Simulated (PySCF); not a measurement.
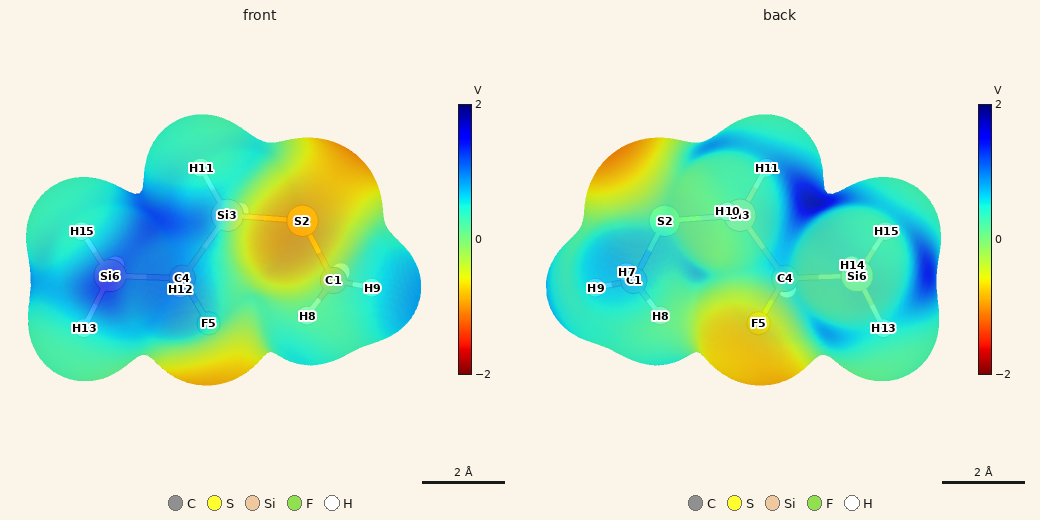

C2H9FSSi2 (SMILES CS[SiH2][C@H](F)[SiH3]). The molecular electrostatic potential painted on the density surface at 0.002 e/bohr³, seen from the front and from behind; the colour scale runs from red (negative) to blue (positive).

Geometry: GFN2-xTB.

All numbers below come from PySCF, PBE0/pcSseg-1, SCF density, gas phase, non-relativistic.

```yaml
atoms:
  - { symbol: C, position_ang: [2.6626, -0.5357, 0.9448] }
  - { symbol: S, position_ang: [2.3164, 1.0673, 0.1435] }
  - { symbol: Si, position_ang: [0.4627, 0.6401, -0.8407] }
  - { symbol: C, position_ang: [-0.9297, 0.2042, 0.4048] }
  - { symbol: F, position_ang: [-0.5955, -1.0161, 1.0190] }
  - { symbol: Si, position_ang: [-2.6964, -0.0005, -0.3141] }
  - { symbol: H, position_ang: [2.7916, -1.3003, 0.1852] }
  - { symbol: H, position_ang: [1.8501, -0.7981, 1.6130] }
  - { symbol: H, position_ang: [3.5815, -0.4103, 1.5072] }
  - { symbol: H, position_ang: [0.6579, -0.5116, -1.7155] }
  - { symbol: H, position_ang: [0.1367, 1.8811, -1.5215] }
  - { symbol: H, position_ang: [-0.9422, 0.9309, 1.2256] }
  - { symbol: H, position_ang: [-3.5860, -0.3976, 0.7750] }
  - { symbol: H, position_ang: [-2.6378, -1.0387, -1.3403] }
  - { symbol: H, position_ang: [-3.0762, 1.2931, -0.8776] }
```

> Where is the surface potential most negative and most positive?

The most negative region (about −1.0 V) lies over S2, the most positive (about +1.7 V) over Si3 and Si6.

> How polar is the molecule by this calculation?

Its dipole moment is 1.18 D.
